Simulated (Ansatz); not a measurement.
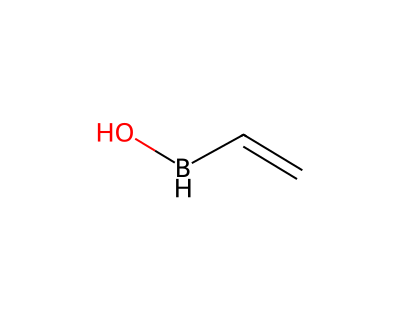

(Drawn from a calculation with Ansatz.)

Q: Transcribe the drawing into SMILES.

A: C=CBO

Q: Give the formula, hydrogens included.

A: C2H5BO.

Q: An optimisation with PBE0-D4/def2-TZVP gave a structure of which point group?

A: Cs. Other conformers may differ.
